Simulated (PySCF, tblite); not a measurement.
Coordinates of C₂H₁₀OSi₄, SMILES O=C[Si@@H]1C[SiH2][SiH2][SiH2]1 (Å):

```xyz
17

O      1.2457     0.1843    -1.7769
C      1.9912     0.3452    -0.8321
Si     1.2862     0.2400     0.9338
C      0.3477    -1.4227     0.8445
Si    -0.9426    -1.4979    -0.5850
Si    -1.7954     0.6617    -0.7286
Si    -0.4034     1.8441     0.7466
H      3.0499     0.6092    -1.0308
H      2.4312     0.1622     1.8545
H     -0.1674    -1.5902     1.7915
H      1.0475    -2.2508     0.7378
H     -1.9400    -2.4988    -0.1546
H     -0.3242    -2.0715    -1.7791
H     -1.7911     1.2476    -2.0720
H     -3.2112     0.7584    -0.3244
H     -0.9656     2.1555     2.0708
H      0.1346     3.1356     0.2941
```

GIAO shifts, PBE0/pcSseg-1 with PySCF, at a GFN2-xTB geometry (a minimum by its frequencies), against TMS for ¹³C and H₂O for ¹⁷O computed at the same level (¹⁷O: a single water molecule, while the usual scale starts at liquid water and gives values some tens of ppm lower). Gas phase, fully decoupled, line heights follow the number of nuclei, widths are arbitrary (no quadrupolar broadening); values of one conformer, averaged over methyl-type rotors and exact or near symmetry; other conformers aren't averaged in.

> Which ¹³C signals does it give?

2 signals.


```tsv
δ (ppm)	nuclei	atoms
263.8	1	C2
−9.3	1	C4
```

> Predict the ¹⁷O spectrum.

1 signal.


| δ (ppm) | nuclei | atoms |
| --- | --- | --- |
| 905.3 | 1 | O1 |

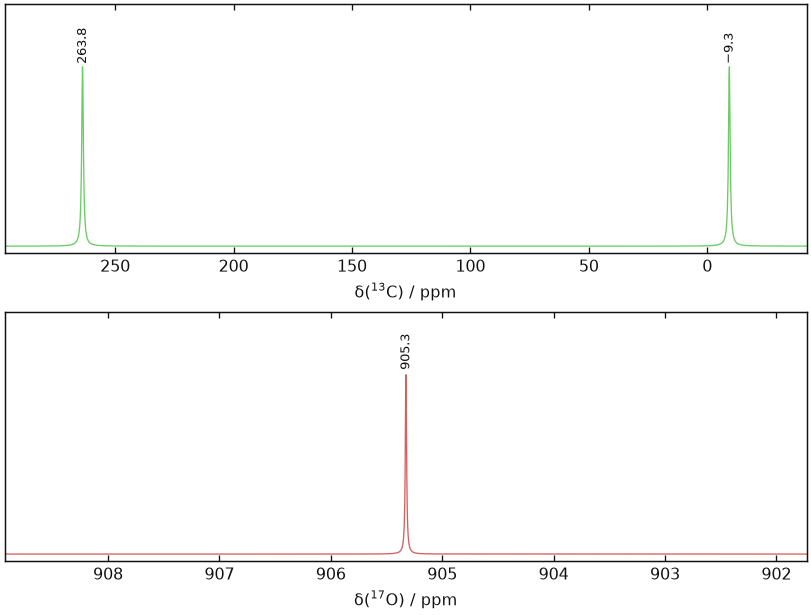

Caveats: the tight-binding geometry is rougher than a DFT one and adds to the error.
